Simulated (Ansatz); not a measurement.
# F3HSi: the cost of one run

Program: Ansatz 0.2.0, Gaussian basis. Level of theory: PBE0-D4/def2-TZVP structures, single points in def2-TZVPP, no counterpoise correction. These are calculated values, not measurements.

Levels: SPW92, PBE-D4, BLYP-D4, r2SCAN-D4, B97M-V, PBE0-D4, B3LYP-D4, r2SCAN0-D4, BHLYP-D4, CAM-B3LYP-D4, wB97X-V, wB97M-V, B2PLYP, PBE-QIDH, RPA on PBE, Hartree-Fock, MP2, CCSD, CCSD(T).

Correlated methods freeze the cores. B3LYP uses VWN-RPA correlation. B2PLYP carries no dispersion term here.

94 further runs of the same task are left out: 94 set aside as unsound or not needed.

## Step 1: The starting structure

The complex: 9 atoms, charge 0, spin multiplicity 1.

Atoms are counted from 1 here; the program's logs count them from 0.

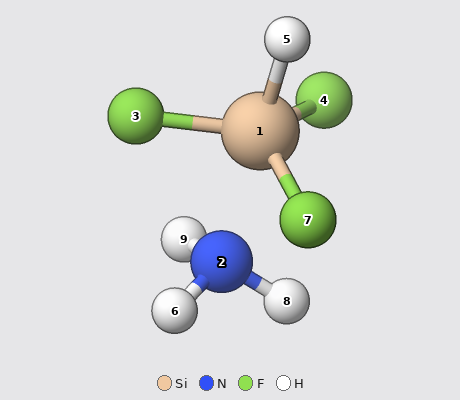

The starting geometry (silicon light orange, nitrogen blue, fluorine green, hydrogen white); atoms are numbered from 1 in the order of the file.

Geometry (Å):

| atom | x (Å) | y (Å) | z (Å) |
| --- | --- | --- | --- |
| Si1 | -0.87938 | 0.11664 | -0.39479 |
| N2 | 1.03347 | -0.13708 | 0.46405 |
| F3 | -0.00610 | 0.18072 | -1.74674 |
| F4 | -0.88065 | 1.41054 | 0.56458 |
| H5 | -2.21804 | 0.29414 | -0.99574 |
| H6 | 1.48221 | -0.96764 | 0.09434 |
| F7 | -1.11676 | -1.32543 | 0.28244 |
| H8 | 0.96172 | -0.23394 | 1.47070 |
| H9 | 1.62352 | 0.66204 | 0.26117 |

Its parts: SiHF3 holds atoms 1, 3, 4, 5, 7; NH3 holds atoms 2, 6, 8, 9. Each part counts its atoms afresh in its own runs.

## Step 2: Relaxing SiHF3 alone

relax-a/in.yaml

```yaml
crystal:
  periodic: [false, false, false]
  atoms:
    - {symbol: Si, position_ang: [-0.879375, 0.116640, -0.394793]}
    - {symbol: F, position_ang: [-0.006103, 0.180720, -1.746744]}
    - {symbol: F, position_ang: [-0.880648, 1.410541, 0.564576]}
    - {symbol: H, position_ang: [-2.218038, 0.294137, -0.995737]}
    - {symbol: F, position_ang: [-1.116756, -1.325433, 0.282438]}
basis:
  gaussian: {orbitals: def2-TZVP}
hamiltonian: {xc: pbe0, dispersion: d4}
relax: {f_tol: 0.005, max_steps: 200}
```

Command:

```sh
ansatz run in.yaml --threads 4 --pin off --events-out ev --progress --plain --max-ram 9574MiB
```

**Question.** How long does this run take on 4 threads of Intel Xeon Platinum 8488C, shared host?

About 5.5 s.
